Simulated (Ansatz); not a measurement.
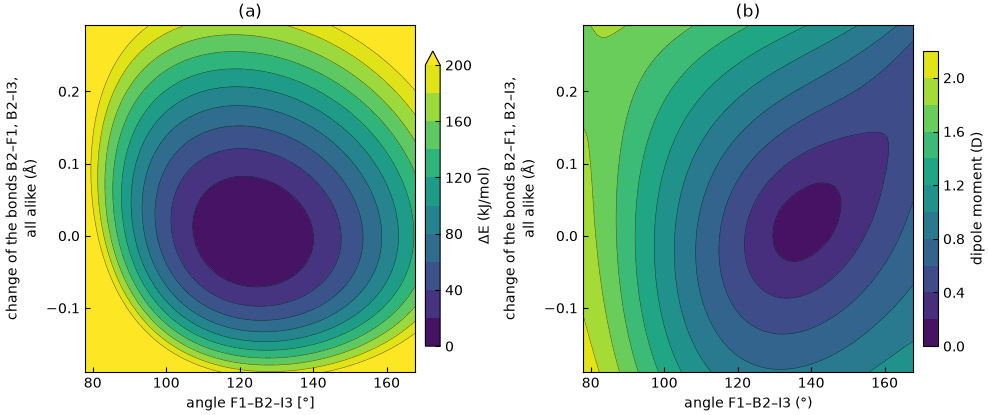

BFI, SMILES F[B]I, spin multiplicity 2. First axis: angle F1–B2–I3. Second axis: change of the bonds B2–F1, B2–I3, all alike. Nothing is relaxed (all other coordinates rigid). The scan uses a 15 × 15 grid. Points are written as (first, second). Energies are in kJ/mol, from the relaxed molecule at the same level. Theory: UHF/def2-TZVP in Ansatz.

Panel (a) is the energy and panel (b) the computed dipole moment on the same grid.

The picture shows filled contours, one colour for all values above the top of the scale. Between grid points the surface is interpolated.

> How does the dipole moment vary over the map, and what is it at the lowest grid point?

Leaving out the highest fifth of the energies, it runs from 0.06 D at (135.7°, 0.017 Å) to 1.74 D at (84.3°, 0.189 Å). At the lowest grid point, (122.8°, 0.017 Å), it is 0.39 D.

```csv
"second ↓, first →",77.8,84.3,90.7,97.1,103.6,110.0,116.4,122.8,129.3,135.7,142.1,148.6,155.0,161.4,167.8
0.292,1.77,1.82,1.79,1.73,1.66,1.58,1.49,1.41,1.33,1.24,1.16,1.07,0.96,0.85,0.70
0.258,1.75,1.78,1.72,1.64,1.54,1.44,1.34,1.25,1.16,1.07,0.98,0.89,0.80,0.68,0.55
0.223,1.76,1.75,1.66,1.55,1.43,1.31,1.20,1.09,0.99,0.90,0.82,0.73,0.65,0.55,0.45
0.189,1.78,1.74,1.61,1.47,1.33,1.19,1.06,0.95,0.84,0.75,0.67,0.59,0.53,0.46,0.41
0.155,1.80,1.72,1.57,1.40,1.23,1.08,0.94,0.81,0.70,0.60,0.52,0.47,0.43,0.41,0.44
0.120,1.82,1.71,1.53,1.33,1.15,0.98,0.82,0.68,0.55,0.45,0.38,0.35,0.36,0.40,0.49
0.086,1.84,1.70,1.49,1.28,1.08,0.89,0.72,0.56,0.42,0.31,0.25,0.26,0.32,0.42,0.54
0.052,1.86,1.69,1.47,1.24,1.02,0.82,0.63,0.46,0.30,0.18,0.13,0.21,0.33,0.46,0.59
0.017,1.88,1.70,1.46,1.21,0.99,0.77,0.58,0.39,0.22,0.06,0.09,0.23,0.37,0.51,0.65
−0.017,1.91,1.71,1.46,1.21,0.97,0.75,0.55,0.37,0.22,0.13,0.19,0.31,0.45,0.58,0.70
−0.052,1.94,1.73,1.47,1.22,0.98,0.77,0.57,0.41,0.30,0.27,0.32,0.42,0.54,0.66,0.77
−0.086,1.98,1.77,1.51,1.25,1.01,0.81,0.63,0.49,0.41,0.40,0.45,0.54,0.64,0.75,0.84
−0.120,2.02,1.81,1.55,1.30,1.07,0.87,0.71,0.60,0.54,0.54,0.59,0.66,0.75,0.85,0.93
−0.155,2.06,1.87,1.61,1.37,1.14,0.96,0.82,0.72,0.68,0.68,0.72,0.79,0.87,0.96,1.03
−0.189,2.12,1.94,1.69,1.45,1.24,1.06,0.94,0.85,0.82,0.82,0.86,0.92,0.99,1.07,1.13
```
